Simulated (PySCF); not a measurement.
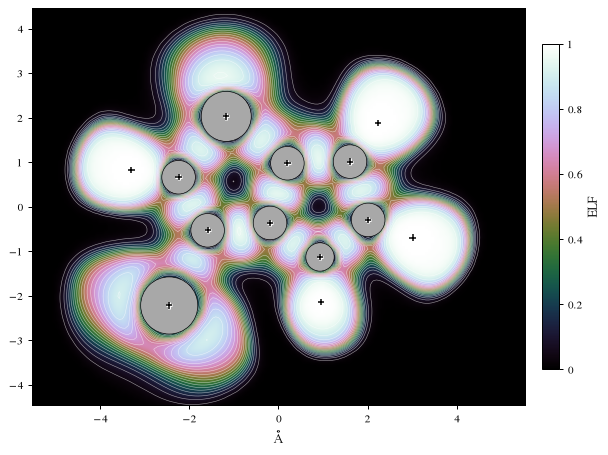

The ELF on a plane through atoms (crosses mark nuclei in the plane; grey discs cover the cores).

Computed with wB97X-D/def2-SVPD, SCF density, gas phase (PySCF 2.14.0).

Candidates:
A. C6H4BrNS (SMILES Brc1csc2cc[nH]c12)
B. C6H9ClO

### Which system is this?

Candidate A: C6H4BrNS on the molecular plane, which holds Br, C, S, N and H. C–N (1.36 Å): the ELF peaks at about 0.90 between the atoms, as expected for localised, covalent bonding. C–C (1.36 Å): the ELF peaks at about 0.95 between the atoms; localised, covalent bonding.
